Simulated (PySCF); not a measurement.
C6H14BFO (SMILES [BH3-][O+](C)[C@H](CF)CC=C)

Input file:

```
{"job": {"kind": "nmr", "xc": "PBE0", "basis": "pcSseg-1"}, "charge": 0, "multiplicity": 1}
B     -1.987598    -1.013698    -0.561816
O     -0.579173    -0.786719     0.299537
C     -0.696095    -1.341131     1.595904
C     -0.003686     0.521410     0.278500
C     -1.045102     1.631430     0.467807
F     -0.396011     2.787602     0.825442
C      0.776810     0.708242    -1.029903
C      1.927345    -0.245807    -1.112436
C      3.194225     0.120910    -1.143429
H     -2.025904    -2.191114    -0.687278
H     -2.869479    -0.572176     0.105378
H     -1.839619    -0.440006    -1.586219
H     -1.096602    -2.344566     1.469330
H     -1.379271    -0.769935     2.230495
H      0.289931    -1.392098     2.066800
H      0.707222     0.587929     1.116271
H     -1.741871     1.395301     1.276614
H     -1.596223     1.832409    -0.452687
H      0.093501     0.529135    -1.862063
H      1.133022     1.738916    -1.071088
H      1.651356    -1.291316    -1.137605
H      3.994475    -0.596679    -1.201999
H      3.483993     1.158946    -1.123451
```

Launched as:

```sh
OMP_NUM_THREADS=1 python probes_run.py task.json out
```

Geometry: GFN2-xTB.

Theory: PySCF 2.14.0, PBE0/pcSseg-1, SCF density, gas phase, non-relativistic.

### What can the converged electron density and electron localisation function tell about the bonding?

C–O (1.41 Å): ρ is about 2 e/Å³ halfway, with its minimum of 1.7 e/Å³ about 0.5 Å from C; the ELF peaks at about 0.90 between the atoms; a polar covalent bond.
B–O (1.67 Å): ρ is about 0.94 e/Å³ halfway; the ELF peaks at about 0.90 between the atoms; a shared but strongly polarised pair.
C–H (1.09 Å): ρ is about 2 e/Å³ halfway; the ELF climbs to about 1 towards the hydrogen, as it does in any bond to H: an ordinary covalent bond to hydrogen.

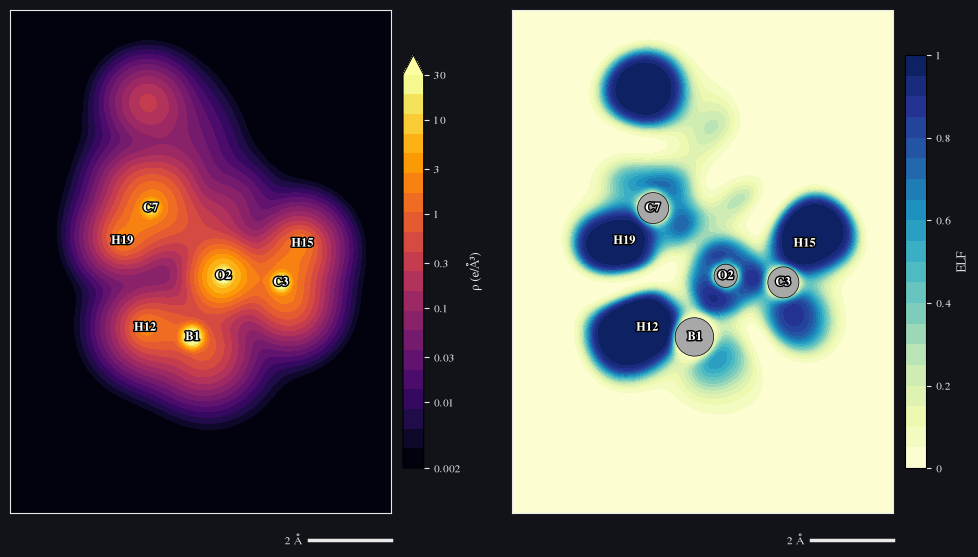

Computed electron density and electron localisation function on the plane of atoms O2, B1 and H12, in this order. Grey discs cover the atomic cores in the ELF map. 
